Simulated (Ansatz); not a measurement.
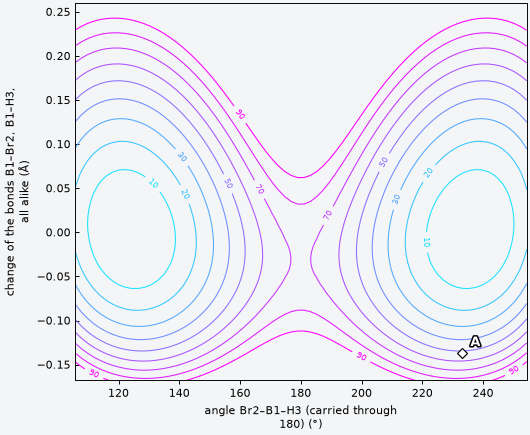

BBrH, SMILES [BH]Br, spin multiplicity 2. The first coordinate is: angle Br2–B1–H3 (carried through 180); the second: change of the bonds B1–Br2, B1–H3, all alike. Nothing is relaxed (all other coordinates rigid). Grid: 15 × 15 points; 120 points were computed and 105 follow by symmetry. Points are written as (first, second). Energies are in kJ/mol, from the relaxed molecule at the same level. Level of theory: Ansatz 0.2.0, UHF-MP2, frozen core/def2-TZVP.

In the figure: contour lines labelled in kJ/mol (none above 90), the point A. Between grid points the surface is interpolated.

### Which way does the force act at A, and how strong is it?

A, at (233.1°, −0.137 Å), is not a stationary point. The computed force is 0.084 kJ/mol for each degree towards smaller values of the first coordinate and 850 kJ/mol for each Å towards larger values of the second coordinate.
